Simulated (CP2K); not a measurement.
# MNDO run of CH3BO (SMILES BC=O)

What is the energy change on altering one bond length of CH3BO at MNDO? 

Program for the calculation: CP2K 2026.2.

4 further runs of the same task are left out: 2 that didn't finish, 2 set aside as unsound or not needed.

## 1. The structure to begin with

The species is CH3BO (6 atoms), meant as a singlet with charge 0. As SMILES, `BC=O`. The shape is that of a GFN2-xTB optimisation.

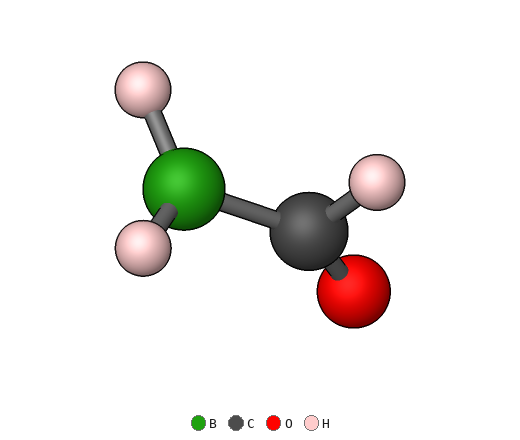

Viewed from a chosen angle; boron green, carbon dark grey, oxygen red, hydrogen pink.

## 2. Energy and forces at MNDO

The input, job.inp:

```
&FORCE_EVAL
    METHOD QS
    &DFT
        ! Quickstep
        &QS
            METHOD MNDO
            EPS_DEFAULT 1.0E-10
            &SE
                &COULOMB
                    CUTOFF [angstrom] 50
                    RC_RANGE [angstrom] 0
                &END
                &EXCHANGE
                    CUTOFF [angstrom] 50
                    RC_RANGE [angstrom] 0
                &END
            &END
        &END
        ! isolated system
        &POISSON
            PERIODIC NONE
            POISSON_SOLVER ANALYTIC
        &END
        &SCF
            SCF_GUESS ATOMIC
            EPS_SCF 1.0E-06
            MAX_SCF 100
            ADDED_MOS 2
            &DIAGONALIZATION
                ALGORITHM STANDARD
            &END
            &MIXING
                METHOD DIRECT_P_MIXING
                ALPHA 0.4
            &END
        &END
        &PRINT
            &MOMENTS
                PERIODIC F
                REFERENCE COM
                MAX_MOMENT 1
            &END
            &MO ON
                ENERGIES T
                OCCUPATION_NUMBERS T
                NDIGITS 6
                &EACH
                    QS_SCF 0
                &END
                ADD_LAST NUMERIC
            &END
            &HIRSHFELD OFF
            &END
        &END
    &END
    ! atoms, cell and kinds
    &SUBSYS
        ! vacuum box
        &CELL
            ABC 14.9 13.6 14.7
            PERIODIC NONE
        &END
        &COORD
            B      7.078995     7.005150     6.952360
            C      8.019795     6.990230     8.156850
            O      8.896905     7.596200     8.705110
            H      7.389305     6.417490     5.994890
            H      6.003095     7.431530     7.089360
            H      7.666775     6.003800     8.624020
        &END
    &END
    &PRINT
        &FORCES ON
        &END
    &END
&END

&GLOBAL
    PROJECT job
    RUN_TYPE ENERGY_FORCE
    PRINT_LEVEL MEDIUM
&END
```

Command:

```console
$ OMP_NUM_THREADS=1 cp2k.psmp -i job.inp -o job.out
```

Log:

```text
CP2K| version string:                                       CP2K version 2026.2
[...]
 GLOBAL| Method name                                                        CP2K
[...]
 GLOBAL| Run type                                                   ENERGY_FORCE
[...]
                             - Atoms:                                          6
[...]
                             - Spherical basis functions:                     15
[...]
 Number of electrons:                                                         16
[...]
     1 P_Mix/Diag. 0.40E+00    0.0     0.69501845       -16.0346565723 -1.60E+01
[...]
    17 DIIS/Diag.  0.95E-07    0.0     0.00000026       -20.6575937648 -5.28E-12
  *** SCF run converged in    17 steps ***
  Core-core repulsion energy [eV]:                            679.94595494164594
  Core Hamiltonian energy [eV]:                              -884.23798119830610
  Two-electron integral energy [eV]:                         -715.65937445928910
  Electronic energy [eV]:                                   -1242.06766842795059
  Total energy [eV]:                                         -562.12171348630466
  Atomic reference energy [eV]:                               561.05968128537847
  Heat of formation [kcal/mol]:                               -24.49104630889757
[...]
 SE_DIPOLE| Moment [Debye]          1.46993358       0.97302032       0.95739866
 SE_DIPOLE| Derivative [a.u.]       0.00000000       0.00000000       0.00000000
 ENERGY| Total FORCE_EVAL ( QS ) energy [hartree]            -20.657593764782753
 FORCES| Atomic forces [hartree/bohr]
 FORCES|   Atom     x               y               z               |f|
 FORCES|      1  4.24400135E-03  5.88087978E-03 -2.15997075E-04   7.25554610E-03
 FORCES|      2 -3.43633833E-02 -3.68731270E-02 -9.29254121E-03   5.12525212E-02
 FORCES|      3  3.05270720E-02  2.96499357E-02  1.11628028E-02   4.39957836E-02
 FORCES|      4 -3.51754540E-03  3.10436007E-03  2.35265458E-03   5.24834837E-03
 FORCES|      5  3.53081970E-03 -2.05058151E-03 -3.20888643E-03   5.19312280E-03
 FORCES|      6 -4.20964269E-04  2.88532976E-04 -7.98032671E-04   9.47268884E-04
 FORCES| Sum    -2.15105711E-16 -4.16333634E-16 -4.16333634E-16
 FORCES| Total atomic force                                       6.26847555E-16
[...]
```

It took 0.23 s on 1 thread of Arm Neoverse V2, shared host.

## 3. The distorted shape at the same level

The input, gas.inp:

```
&GLOBAL
   PROJECT gas
   RUN_TYPE ENERGY_FORCE
   PRINT_LEVEL MEDIUM
&END
&FORCE_EVAL
   METHOD QS
   &DFT
      &QS
         METHOD MNDO
         EPS_DEFAULT 1.0E-10
         &SE
            &COULOMB
               CUTOFF [angstrom] 50
               RC_RANGE [angstrom] 0
            &END
            &EXCHANGE
               CUTOFF [angstrom] 50
               RC_RANGE [angstrom] 0
            &END
         &END
      &END
      &POISSON
         PERIODIC NONE
         POISSON_SOLVER ANALYTIC
      &END
      &SCF
         SCF_GUESS ATOMIC
         EPS_SCF 1.0E-06
         MAX_SCF 100
         ADDED_MOS 2
         &DIAGONALIZATION
            ALGORITHM STANDARD
         &END
         &MIXING
            METHOD DIRECT_P_MIXING
            ALPHA 0.4
         &END
      &END
      &PRINT
         &MOMENTS
            PERIODIC F
            REFERENCE COM
            MAX_MOMENT 1
         &END
         &MO ON
            ENERGIES T
            OCCUPATION_NUMBERS T
            NDIGITS 6
            &EACH
               QS_SCF 0
            &END
            ADD_LAST NUMERIC
         &END
         &HIRSHFELD OFF
         &END
      &END
   &END
   &SUBSYS
      &CELL
         ABC 14.8 13.6 14.7
         PERIODIC NONE
      &END
      &COORD
         B      6.975177     7.005150     6.952360
         C      7.915977     6.990230     8.156850
         O      8.793087     7.596200     8.705110
         H      7.285487     6.417490     5.994890
         H      6.006913     7.388874     7.075654
         H      7.562957     6.003800     8.624020
      &END
   &END
   &PRINT
      &FORCES ON
      &END
   &END
&END
```

Command:

```console
$ OMP_NUM_THREADS=1 cp2k.psmp -i gas.inp -o gas.out
```

Log:

```text
CP2K| version string:                                       CP2K version 2026.2
[...]
 GLOBAL| Method name                                                        CP2K
[...]
 GLOBAL| Run type                                                   ENERGY_FORCE
[...]
                             - Atoms:                                          6
[...]
                             - Spherical basis functions:                     15
[...]
 Number of electrons:                                                         16
[...]
     1 P_Mix/Diag. 0.40E+00    0.0     0.69486551       -15.9858617235 -1.60E+01
[...]
    18 DIIS/Diag.  0.30E-06    0.0     0.00000083       -20.6501876780 -6.32E-12
  *** SCF run converged in    18 steps ***
  Core-core repulsion energy [eV]:                            684.19306613983736
  Core Hamiltonian energy [eV]:                              -884.94161662571071
  Two-electron integral energy [eV]:                         -722.34326626214613
  Electronic energy [eV]:                                   -1246.11324975678394
  Total energy [eV]:                                         -561.92018361694647
  Atomic reference energy [eV]:                               561.05968128537847
  Heat of formation [kcal/mol]:                               -19.84365674879434
[...]
 SE_DIPOLE| Moment [Debye]          1.50647799       0.95762302       0.95777571
 SE_DIPOLE| Derivative [a.u.]       0.00000000       0.00000000       0.00000000
 ENERGY| Total FORCE_EVAL ( QS ) energy [hartree]            -20.650187678036456
 FORCES| Atomic forces [hartree/bohr]
 FORCES|   Atom     x               y               z               |f|
 FORCES|      1  7.51155015E-02 -2.23604060E-02 -8.98203564E-03   7.88860145E-02
 FORCES|      2 -3.19825166E-02 -3.74696546E-02 -8.96951684E-03   5.00730328E-02
 FORCES|      3  3.06975334E-02  2.96604475E-02  1.14314558E-02   4.41900315E-02
 FORCES|      4 -1.77054867E-03  2.23805037E-03  1.76680640E-03   3.35638450E-03
 FORCES|      5 -7.16175728E-02  2.77355277E-02  5.31908574E-03   7.69846017E-02
 FORCES|      6 -4.42396822E-04  1.96035079E-04 -5.65795504E-04   7.44492614E-04
 FORCES| Sum    -5.82867088E-16 -8.32667268E-17  2.63677968E-16
 FORCES| Total atomic force                                       6.45130577E-16
[...]
```

It took 0.22 s on 1 thread of Arm Neoverse V2, shared host.

## 4. What came out

At MNDO:

| quantity | value |
| --- | --- |
| first shape: total energy | -20.65759 Eh |
| first shape: dipole moment | 2.01 D |
| first shape: HOMO energy | -10.54 eV |
| first shape: LUMO energy | 0.33 eV |
| first shape: HOMO–LUMO gap | 10.86 eV |
| first shape: heat of formation at this unrelaxed shape | -24.5 kcal/mol |
| first shape: largest force on an atom | 2.636 eV/Å |
| distorted shape: total energy | -20.65019 Eh |
| distorted shape: dipole moment | 2.03 D |
| distorted shape: HOMO energy | -10.54 eV |
| distorted shape: LUMO energy | 0.32 eV |
| distorted shape: HOMO–LUMO gap | 10.85 eV |
| distorted shape: heat of formation at this unrelaxed shape | -19.8 kcal/mol |
| distorted shape: largest force on an atom | 4.056 eV/Å |
| energy change with the B1–H5 bond shortened from 1.165 to 1.049 Å | 0.202 eV |

What this shows: With the B1–H5 bond shortened from 1.165 to 1.049 Å the energy rises by 0.20 eV (19.4 kJ/mol). The first shape isn't relaxed at this level, so the change isn't measured from a minimum. The largest force (first shape) is 2.64 eV/Å: the shape isn't a stationary point for this species at this level.
